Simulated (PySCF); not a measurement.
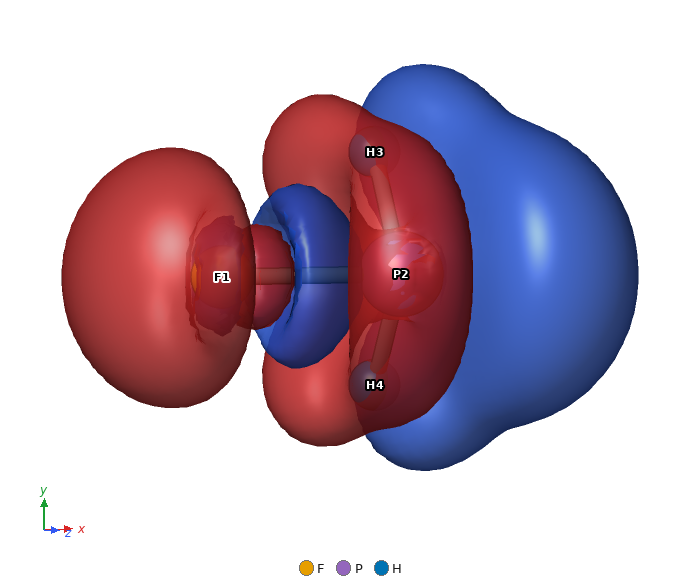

Figure. FH2P, SMILES `FP`. Change of the electron density in a uniform field of 0.21 V/Å, surfaces at ±0.0008 e/Å³ (red: gain, blue: loss).

Computed with PySCF, B3LYP/def2-SVPD, geometry: GFN2-xTB. No frequency check shows the geometry to be a minimum. GFN2-xTB bond lengths at metals and heavier atoms can be off by up to 0.1 Å and shapes distorted, which carries into these values.

Cartesian coordinates (Å):

```
F1      -1.0761    0.0000   -0.0199
P2       0.5494   -0.0000    0.1241
H3       0.7220    1.0076   -0.8411
H4       0.7221   -1.0072   -0.8414
```

Q: Along which Cartesian direction does the field point?

A: Along +x: electrons gather on the −x side, against the field.

Q: What dipole is induced, and what polarisability does it imply?

A: The induced dipole is 0.27 D (along the field); α along this axis, from the fields in both directions, is 27 bohr³ (4.0 Å³).

Q: Which atoms gain and lose the most charge?

A: Electrons gather most on F1 (Hirshfeld charge changes by −0.012 e) and leave P2 most (+0.008 e); 0.029 electrons are displaced in all.
